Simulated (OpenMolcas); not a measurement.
# B₅ (charge −1): single-point calculation (part 2 of 2)

B₅ (pentaborane), charge −1; O3LYP/pcseg-2, RKS (OpenMolcas 26.06). The geometry is that of the parent species in another charge or spin state. The geometry comes from this level: GFN2-xTB.

Geometry of the input (Å):
```
B  -2.2557  1.4686  -1.1972
B  -1.1632  0.7552  -0.6168
B  -0.0003  -0.0013  -0.0009
B  1.1620  -0.7573  0.6162
B  2.2572  -1.4652  1.1986
```

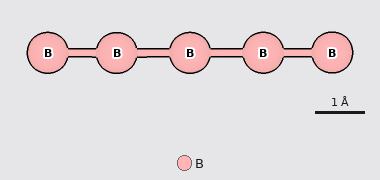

Figure 1. The input geometry (ball-and-stick view, seen on its broad side).

## Output, continued
```
Iter     Tot. O3LYP      One-elec.       Two-elec.     Energy      Max Dij or  Max Fij      DNorm      TNorm      AccCon     Time
         Energy          Energy          Energy        Change      Delta Norm                                                in Sec.
   1  -120.174197683  -298.481849182   120.835344270   0.00E+00    1.61E-01*   4.82E-01*    1.08E+01   1.16E+02   None         2.
   2  -119.482076323  -279.206834829   102.252451277   6.92E-01*   1.06E-01*   4.49E-02*    1.24E+03   1.06E+02   EDIIS        2.
   3  -122.896998269  -297.372819738   117.003514241  -3.41E+00*   1.89E-01*   6.61E-02*    9.97E+01   1.15E+02   EDIIS        2.
   4  -123.366275639  -299.071120408   118.232537541  -4.69E-01*   4.95E-01*   2.03E-01*    1.80E+02   1.15E+02   EDIIS        2.
   5  -121.122403073  -307.945808305   129.351098003   2.24E+00*   1.05E-01*   1.16E-01*    1.46E+01   1.22E+02   EDIIS        2.
   6  -123.597324708  -301.140974037   120.071342100  -2.47E+00*   3.14E-01*   6.27E-02*    9.69E+00   1.17E+02   EDIIS        2.
   7  -123.668196721  -298.405649577   117.265145627  -7.09E-02*   1.02E-01*   3.38E-02*    6.74E+00   1.14E+02   EDIIS        2.
   8  -123.831925877  -300.361904381   119.057671275  -1.64E-01*   1.59E-01*   1.81E-02*    1.40E+00   1.16E+02   EDIIS        2.
   9  -123.799430273  -298.989678074   117.717940572   3.25E-02*   9.51E-02*   1.57E-02*    2.17E+00   1.15E+02   EDIIS        2.
  10  -123.822588570  -299.471952102   118.177056303  -2.32E-02*   1.98E-01*   1.31E-02*    2.67E+00   1.15E+02   EDIIS        2.
  11  -123.382060502  -301.167913844   120.313546113   4.41E-01*   1.98E-01*   1.81E-12     3.64E+00   1.17E+02   EDIIS        2.
  12  -123.382059118  -301.167920685   120.313554338   1.38E-06*   1.98E-01*   5.70E-13     3.64E+00   1.17E+02   EDIIS        2.
  13  -123.382067925  -301.167912088   120.313536933  -8.81E-06*   3.83E-01*   1.17E-02*    3.64E+00   1.17E+02   EDIIS        2.
  14  -123.520168115  -301.458069693   120.465594349  -1.38E-01*   3.63E-01*   7.99E-03*    5.38E+00   1.17E+02   EDIIS        2.
  15  -123.784495021  -299.847899668   118.591097418  -2.64E-01*   7.16E-01*   1.17E-01*    1.36E+00   1.16E+02   EDIIS        2.
  16  -121.381416851  -301.702918589   122.849194509   2.40E+00*   6.97E-01*   7.14E-02*    6.04E+00   1.17E+02   EDIIS        2.
  17  -122.991219805  -301.157499657   120.693972624  -1.61E+00*   4.59E-01*   1.92E-02*    4.48E+00   1.17E+02   EDIIS        2.
  18  -123.677345208  -299.510960367   118.361307931  -6.86E-01*   4.59E-01*   2.27E-02*    1.13E+00   1.15E+02   EDIIS        2.
  19  -123.364566532  -301.667114886   120.830241125   3.13E-01*   7.65E-01*   6.30E-03*    4.59E+00   1.17E+02   EDIIS        2.
  20  -123.538791537  -301.213524285   120.202425519  -1.74E-01*   5.71E-01*   1.85E-01*    4.17E+00   1.17E+02   EDIIS        2.
  21  -120.169629417  -301.993130142   124.351193496   3.37E+00*   7.49E-01*   1.18E-01*    6.26E+00   1.18E+02   EDIIS        2.
  22  -122.794020729  -300.854747483   120.588419525  -2.62E+00*   4.24E-01*   3.23E-02*    3.95E+00   1.17E+02   EDIIS        2.
  23  -123.661363467  -299.270667049   118.136996353  -8.67E-01*   5.22E-01*   5.58E-02*    1.59E+00   1.15E+02   EDIIS        2.
  24  -123.418624768  -301.199548709   120.308616711   2.43E-01*   4.46E-01*   2.48E-02*    3.85E+00   1.17E+02   EDIIS        2.
  25  -123.680588984  -299.164895211   118.011998998  -2.62E-01*   3.78E-01*   4.89E-02*    1.91E+00   1.15E+02   EDIIS        2.
  26  -123.079491294  -304.867114636   124.315316113   6.01E-01*   5.14E-01*   2.49E-02*    5.37E+00   1.19E+02   EDIIS        2.
  27  -123.446571695  -303.317124715   122.398245791  -3.67E-01*   5.86E-01*   6.98E-03*    4.61E+00   1.18E+02   EDIIS        2.
  28  -123.702965996  -301.072033535   119.896760310  -2.56E-01*   9.23E-01*   6.94E-02*    2.95E+00   1.17E+02   EDIIS        2.
  29  -122.709371044  -298.671580357   118.489902084   9.94E-01*   3.40E-01*   4.97E-02*    3.42E+00   1.15E+02   EDIIS        2.
  30  -123.044807219  -301.260903189   120.743788742  -3.35E-01*   4.69E-01*   4.80E-02*    4.03E+00   1.17E+02   EDIIS        2.
  31  -123.450301959  -298.364501257   117.441892070  -4.05E-01*   4.31E-01*   3.07E-02*    2.69E+00   1.14E+02   EDIIS        2.
  32  -123.710051337  -298.963263729   117.780905163  -2.60E-01*   5.96E-01*   3.28E-02*    2.39E+00   1.15E+02   EDIIS        2.
  33  -123.631489881  -300.924884661   119.821087551   7.86E-02*   4.63E-01*   7.70E-02*    3.08E+00   1.16E+02   EDIIS        2.
  34  -122.774001171  -302.891693494   122.645385094   8.57E-01*   3.80E-01*   5.48E-02*    3.36E+00   1.18E+02   EDIIS        2.
  35  -123.265320035  -301.129008003   120.391380739  -4.91E-01*   3.24E-01*   1.40E-02*    2.82E+00   1.17E+02   EDIIS        2.
  36  -123.736587053  -300.703517564   119.494623283  -4.71E-01*   3.14E-01*   1.72E-02*    2.10E+00   1.16E+02   EDIIS        2.
  37  -123.815499495  -299.647474998   118.359668275  -7.89E-02*   8.31E-01*   5.67E-02*    1.31E+00   1.15E+02   EDIIS        2.
  38  -122.930724119  -300.840437325   120.437405977   8.85E-01*   4.04E-01*   3.13E-02*    2.85E+00   1.17E+02   EDIIS        2.
  39  -123.674690654  -300.041535965   118.894538082  -7.44E-01*   1.91E-01*   1.35E-02*    1.43E+00   1.16E+02   EDIIS        2.
  40  -123.839782042  -300.040166469   118.728077199  -1.65E-01*   8.73E-01*   1.34E-02*    6.32E-01   1.16E+02   EDIIS        2.
  41  -123.608326098  -300.740163477   119.659530150   2.31E-01*   4.53E-01*   4.33E-03*    2.46E+00   1.16E+02   EDIIS        2.
  42  -123.787552150  -300.144443817   118.884584438  -1.79E-01*   4.58E-01*   1.49E-02*    1.01E+00   1.16E+02   EDIIS        2.
  43  -123.742848477  -299.581204319   118.366048613   4.47E-02*   1.94E-01*   8.92E-03*    1.18E+00   1.15E+02   EDIIS        2.
  44  -123.835320607  -299.755876865   118.448249029  -9.25E-02*   1.53E-01*   5.19E-03*    6.10E-01   1.15E+02   EDIIS        2.
  45  -123.838339413  -300.021727402   118.711080760  -3.02E-03*   9.41E-01*   1.48E-02*    3.38E-01   1.16E+02   EDIIS        2.

       Fermi aufbau procedure completed!
      nOcc=   13

  46  -123.528289240  -301.093915664   120.093319196   3.10E-01*   9.04E-01*   1.97E-03*    3.05E+00   1.17E+02   EDIIS        2.
  47  -123.555387137  -300.980019096   119.952324730  -2.71E-02*   8.48E-01*   2.02E-03*    2.93E+00   1.16E+02   EDIIS        2.
  48  -123.574798996  -300.919165966   119.872059742  -1.94E-02*   9.02E-01*   2.16E-03*    2.87E+00   1.16E+02   EDIIS        2.
  49  -123.591311683  -300.874107525   119.810488613  -1.65E-02*   7.76E-01*   6.97E-03*    2.80E+00   1.16E+02   EDIIS        2.
 DIIS_I optimization failed!
  50  -123.577563258  -300.574812816   119.524942329   1.37E-02*   6.24E-01*   1.28E-01*    2.54E+00   1.16E+02   EDIIS        2.
  51  -123.670245483  -299.581329443   118.438776731  -9.27E-02*   4.20E-01*   2.51E-02*    2.60E+00   1.15E+02   EDIIS        2.
  52  -123.754853954  -300.113273190   118.886112007  -8.46E-02*   2.79E-01*   1.98E-02*    1.42E+00   1.16E+02   EDIIS        2.
  53  -123.803879390  -299.613098877   118.336912258  -4.90E-02*   1.95E-01*   1.59E-02*    1.20E+00   1.15E+02   EDIIS        2.
  54  -123.835392353  -300.103066689   118.795367106  -3.15E-02*   1.10E-01*   1.04E-02*    9.99E-01   1.16E+02   EDIIS        2.
  55  -123.836892706  -299.834329415   118.525129480  -1.50E-03*   1.54E-01*   8.46E-03*    5.73E-01   1.16E+02   c2DIIS       2.
  56  -123.830855200  -300.097661111   118.794498682   6.04E-03*   1.25E-01*   2.17E-03*    5.09E-01   1.16E+02   c2DIIS       2.
  57  -123.836659073  -300.067417043   118.758450742  -5.80E-03*   4.30E-02*   5.04E-03*    4.94E-01   1.16E+02   c2DIIS       2.
  58  -123.841906587  -300.029145350   118.714931534  -5.25E-03*   6.24E-01*   1.34E-02*    2.45E-01   1.16E+02   QNRc2DIIS    2.
  59  -123.501489213  -300.221647757   119.247851315   3.40E-01*   5.07E-01*   1.98E-01*    1.68E+00   1.16E+02   QNRc2DIIS    2.
  60  -123.831363416  -300.018634593   118.714963948  -3.30E-01*   1.59E-01*   3.04E-02*    1.92E+00   1.16E+02   QNRc2DIIS    2.
  61  -123.839056195  -299.794220527   118.482857103  -7.69E-03*   8.41E-02*   2.02E-02*    1.49E+00   1.16E+02   QNRc2DIIS    2.
  62  -123.843460753  -300.052909120   118.737141138  -4.40E-03*   2.97E-01*   5.37E-03*    3.57E-01   1.16E+02   QNRc2DIIS    2.
  63  -123.773495102  -299.888063743   118.642261413   7.00E-02*   2.10E-01*   9.81E-02*    8.50E-01   1.16E+02   QNRc2DIIS    2.
  64  -123.841115315  -299.740796836   118.427374293  -6.76E-02*   1.35E-01*   8.22E-03*    8.65E-01   1.16E+02   QNRc2DIIS    2.
  65  -123.843464936  -299.947670505   118.631898340  -2.35E-03*   4.92E-02*   7.87E-03*    7.60E-01   1.16E+02   QNRc2DIIS    2.
  66  -123.843961391  -300.006033501   118.689764881  -4.96E-04*   1.19E-01*   2.60E-03*    2.48E-01   1.16E+02   QNRc2DIIS    2.
  67  -123.835023147  -299.825075918   118.517745543   8.94E-03*   8.67E-02*   3.60E-02*    4.56E-01   1.16E+02   QNRc2DIIS    2.
  68  -123.843656440  -299.863156636   118.547192967  -8.63E-03*   3.95E-02*   4.40E-03*    2.27E-01   1.16E+02   QNRc2DIIS    2.
  69  -123.844030210  -299.994367591   118.678030153  -3.74E-04*   1.78E-02*   2.84E-03*    2.32E-01   1.16E+02   QNRc2DIIS    2.
  70  -123.844062816  -299.960777976   118.644407931  -3.26E-05*   6.67E-03*   1.45E-03*    7.95E-02   1.16E+02   QNRc2DIIS    2.
  71  -123.844118242  -299.963228783   118.646803312  -5.54E-05*   7.41E-03*   3.09E-04*    4.96E-02   1.16E+02   QNRc2DIIS    2.
  72  -123.844121227  -299.966185602   118.649757146  -2.98E-06*   2.53E-03*   7.00E-04*    4.70E-02   1.16E+02   QNRc2DIIS    2.
  73  -123.844124354  -299.958672599   118.642241016  -3.13E-06*   1.25E-03*   2.94E-04*    2.23E-02   1.16E+02   QNRc2DIIS    2.
  74  -123.844126102  -299.960478588   118.644045257  -1.75E-06*   8.38E-03*   1.04E-04     6.07E-03   1.16E+02   QNRc2DIIS    2.
  75  -123.844126126  -299.958269540   118.641836186  -2.35E-08*   1.89E-03*   1.96E-04*    4.82E-02   1.16E+02   QNRc2DIIS    2.
  76  -123.844127834  -299.956523180   118.640088117  -1.71E-06*   5.00E-04    5.68E-05     1.70E-02   1.16E+02   QNRc2DIIS    2.
  77  -123.844127942  -299.956121558   118.639686387  -1.08E-07*   3.28E-04    1.47E-05     8.28E-03   1.16E+02   QNRc2DIIS    2.
  78  -123.844127951  -299.956051502   118.639616322  -9.29E-09*   1.58E-04    4.38E-06     1.83E-03   1.16E+02   QNRc2DIIS    2.
  79  -123.844127953  -299.955964515   118.639529333  -1.72E-09*   3.70E-04    2.50E-06     7.11E-04   1.16E+02   QNRc2DIIS    2.
  80  -123.844127956  -299.956020160   118.639584975  -2.97E-09*   7.49E-04    2.80E-06     1.24E-03   1.16E+02   QNRc2DIIS    2.
  81  -123.844127961  -299.956021090   118.639585901  -4.44E-09*   1.53E-03*   4.61E-06     2.39E-03   1.16E+02   QNRc2DIIS    2.
  82  -123.844127966  -299.956031064   118.639595869  -5.60E-09*   1.34E-03*   7.84E-06     4.83E-03   1.16E+02   QNRc2DIIS    2.
  83  -123.844127972  -299.956047679   118.639612478  -6.02E-09*   2.38E-03*   9.86E-06     4.15E-03   1.16E+02   QNRc2DIIS    2.
  84  -123.844127951  -299.956042884   118.639607704   2.12E-08*   2.47E-02*   1.90E-05     7.67E-03   1.16E+02   QNRc2DIIS    2.
  85  -123.844128049  -299.957237860   118.640802583  -9.77E-08*   5.15E-03*   4.43E-05     7.64E-02   1.16E+02   QNRc2DIIS    2.
  86  -123.844128112  -299.955958893   118.639523552  -6.33E-08*   1.51E-02*   9.66E-06     1.62E-02   1.16E+02   QNRc2DIIS    2.
  87  -123.844128128  -299.956711732   118.640276375  -1.61E-08*   2.30E-03*   2.49E-05     4.65E-02   1.16E+02   QNRc2DIIS    2.
  88  -123.844128150  -299.956040756   118.639605377  -2.17E-08*   1.86E-03*   1.78E-06     7.43E-03   1.16E+02   QNRc2DIIS    2.
  89  -123.844128153  -299.956005732   118.639570351  -2.82E-09*   6.15E-03*   1.23E-06     5.73E-03   1.16E+02   QNRc2DIIS    2.
  90  -123.844128155  -299.956087628   118.639652244  -2.33E-09*   2.10E-03*   1.60E-06     1.89E-02   1.16E+02   QNRc2DIIS    2.
  91  -123.844128155  -299.955990764   118.639555380  -5.16E-10    9.68E-05    1.85E-06     6.50E-03   1.16E+02   QNRc2DIIS    2.

       Convergence after  91 Iterations
--

 *****************************************************************************************************************************
 *                                             SCF/KS-DFT Program, Final results                                             *
 *                                                       Final Results                                                       *
 *****************************************************************************************************************************

::    Total KS-DFT energy                            -123.8441281554
      One-electron energy                            -299.9559907642
      Two-electron energy                             118.6395553799
      Nuclear repulsion energy                         57.4723072288
      Kinetic energy (interpolated)                   124.2558168604
      Virial theorem                                    0.9966867651
      Total spin, S(S+1)                                0.0000000000
      Total spin, S                                     0.0000000000
      Max non-diagonal density matrix element           0.0001794798
      Max non-diagonal Fock matrix element              0.0000017597

      No orbitals printed

++    Molecular charges:
      ------------------

      Mulliken charges per centre
      ---------------------------

                B1      B2      B3      B4      B5
      Total    4.6294  5.7188  5.3034  5.7182  4.6301

      N-E      0.3706 -0.7188 -0.3034 -0.7182  0.3699

      Total electronic charge=   26.000000

      Total            charge=   -1.000000
--

++    Molecular properties:
      ---------------------

      Charge (e):
                      =   -1.0000
      Dipole Moment (debye):
      Origin of the operator (angstrom)=    0.0000    0.0000   -0.0000
                   X= -8.2546E-01               Y= -1.2125E+00               Z=  7.3877E-02           Total=  1.4687E+00
      Center of Charge (angstrom)
                     X=    0.17185771               Y=    0.25244267               Z=   -0.01538076
      Quadrupole Moment (debye*angstrom):
      Origin of the operator (angstrom)=    0.0000    0.0000   -0.0000
                  XX= -6.9292E+01              XY=  2.1274E+01              XZ= -1.8077E+01              YY= -5.0294E+01
                  YZ=  1.1865E+01              ZZ= -4.4292E+01
      In traceless form (debye*angstrom)
                  XX= -2.1999E+01              XY=  3.1911E+01              XZ= -2.7116E+01              YY=  6.4975E+00
                  YZ=  1.7798E+01              ZZ=  1.5501E+01
--

--- Stop Module: scf /rc=_RC_ALL_IS_WELL_ ---
--- Module scf spent 2 minutes 58 seconds ---

.##################.
.# Happy landing! #.
.##################.

    Timing: Wall=188.44 User=150.84 System=37.55
```

## Results in brief

- outcome: converged
- total energy: −123.844128 hartree
- basis functions: 150
- HOMO: −0.87 eV
- LUMO: −0.54 eV
- hardware: 1 thread of Arm Neoverse V2, 24 GiB of memory available, shared host
- wall time: 3.1 min
- peak memory: 0.99 GiB
